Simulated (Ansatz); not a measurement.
# COF2 (carbonyl fluoride): wB97X/STO-3G

What is the vertical singlet–triplet gap of COF2 (carbonyl fluoride) at wB97X/STO-3G? 

The results are computed with Ansatz 0.2.0.

55 further runs of the same task are left out: 6 that didn't finish, 49 set aside as unsound or not needed.

### 1 Starting point

COF2 has 4 atoms, charge 0, and is taken as a singlet. SMILES: `O=C(F)F`. The shape is that of a GFN2-xTB optimisation.

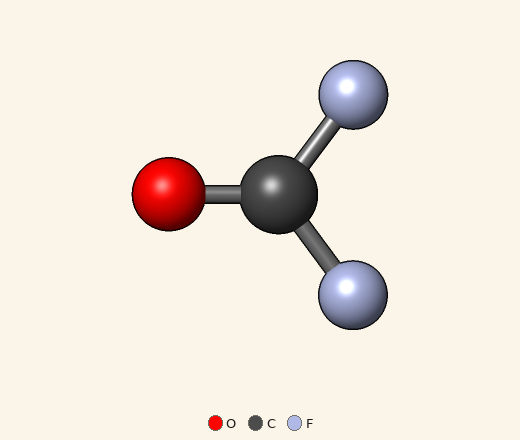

Viewed from a chosen angle; oxygen red, carbon dark grey, fluorine light blue.

### 2 The energy at wB97X/STO-3G

input.yaml

```yaml
crystal:
  periodic: [false, false, false]
  atoms:
    - {symbol: O, position_ang: [-1.243810, -0.157330, 0.153910]}
    - {symbol: C, position_ang: [-0.102510, -0.013170, 0.012900]}
    - {symbol: F, position_ang: [0.851050, -0.823360, 0.422470]}
    - {symbol: F, position_ang: [0.495270, 0.993860, -0.589280]}
basis:
  gaussian: {orbitals: STO-3G}
hamiltonian: {xc: {name: wB97X}}
accuracy: high
```

Command:

```bash
$ ansatz run input.yaml --threads 1 --pin off --max-ram 2610MiB --events-out events.jsonl --progress --plain --runs-dir runs
```

Log:

```text
Warning: RAYON_NUM_THREADS=1 ignored (pool sized by the plan → 1); use --threads N
Functional definition: wB97X
  name "wB97X"
  parameter omega = 0.3/bohr
  parameter cx = 0.157706
  parameter cx1 = 0.726479
  parameter cx2 = 1.04760
  parameter cx3 = -5.70635
  parameter cx4 = 13.2794
  parameter css1 = -4.33879
  parameter css2 = 18.2308
  parameter css3 = -31.7430
  parameter css4 = 17.2901
  parameter cos1 = 2.37031
  parameter cos2 = -11.3995
  parameter cos3 = 6.58405
  parameter cos4 = -3.78132
  exchange = spin_sum(e_x_unif_sr(omega)*poly(b97_u_x, 1 - cx, cx1, cx2, cx3, cx4)) + cx*exact_x_sr(omega)
      + exact_x_lr(omega)
  correlation = spin_sum(e_c_pw_same_spin*poly(b97_u_same, 1, css1, css2, css3, css4))
      + integral(e_c_pw_opposite_spin*poly(b97_u_opposite, 1, cos1, cos2, cos3, cos4))
368 factors; integrals over basis functions are off by at most 3.2e-8 eV
139 factors; integrals over basis functions are off by at most 4.9e-10 eV
mean field evaluation 1: about -8390.6095 eV, gradient 4.1e1 eV
mean field evaluation 2: about -8391.5918 eV, gradient 4.4e1 eV
mean field evaluation 4: about -8395.8057 eV, gradient 1.3e0 eV
mean field evaluation 8: about -8395.7956 eV, gradient 8.5e-3 eV
mean field evaluation 16: about -8395.7956 eV, gradient 1.9e-7 eV
mean field -8395.79563681 eV, -308.5397987781 hartree, gradient 5.5e-8 eV, S^2 0.000000; 0 other end points of the search recorded, 0 dependent functions left out
reference -8395.79563614 eV, -308.5397987536 hartree; 16, 16 occupied and 4, 4 virtual orbitals, 368 factors
Total energy: -8395.79563614 eV, -308.5397987536 hartree
```

It took 3.3 s on 1 thread of Intel Xeon Platinum 8375C at 2.90GHz (Ice Lake), shared host; peak memory 0.23 GiB.

### 3 The triplet, same level

in.yaml

```yaml
crystal:
  periodic: [false, false, false]
  atoms:
    - {symbol: O, position_ang: [-1.243810, -0.157330, 0.153910]}
    - {symbol: C, position_ang: [-0.102510, -0.013170, 0.012900]}
    - {symbol: F, position_ang: [0.851050, -0.823360, 0.422470]}
    - {symbol: F, position_ang: [0.495270, 0.993860, -0.589280]}
basis:
  gaussian: {orbitals: STO-3G}
hamiltonian: {xc: {name: wB97X}}
accuracy: high
magnetization: {spin_polarized: true, initial_magnetization: 2}
```

Command:

```bash
$ ansatz run in.yaml --threads 1 --pin off --max-ram 2610MiB --events-out events.jsonl --progress --plain --runs-dir runs
```

Log (excerpt; [...] marks lines left out):

```text
Warning: RAYON_NUM_THREADS=1 ignored (pool sized by the plan → 1); use --threads N
[... 2 set-up lines as earlier in the session ...]
[...]
      + exact_x_lr(omega)
[...]
      + integral(e_c_pw_opposite_spin*poly(b97_u_opposite, 1, cos1, cos2, cos3, cos4))
368 factors; integrals over basis functions are off by at most 3.2e-8 eV
139 factors; integrals over basis functions are off by at most 4.9e-10 eV
[...]
mean field -8389.50012046 eV, -308.3084428194 hartree, gradient 3.1e-8 eV, S^2 2.001978; 2 other end points of the search recorded, 0 dependent functions left out
reference -8389.50011984 eV, -308.3084427968 hartree; 17, 15 occupied and 3, 5 virtual orbitals, 368 factors
Total energy: -8389.50011984 eV, -308.3084427968 hartree
```

Run time: 11 s. Hardware: 1 thread of Intel Xeon Platinum 8375C at 2.90GHz (Ice Lake), shared host; peak memory 0.38 GiB.

### 4 Summary of results

At wB97X/STO-3G:

| quantity | value |
| --- | --- |
| singlet: total energy | -308.53980 Eh |
| triplet: total energy | -308.30844 Eh |
| triplet: ⟨S²⟩ | 2.002 |
| vertical energy of the triplet above the singlet | 6.296 eV |

At this shape the triplet lies 6.30 eV (607 kJ/mol) above the singlet. In a minimal basis such a difference can be off by several eV, whatever the method.
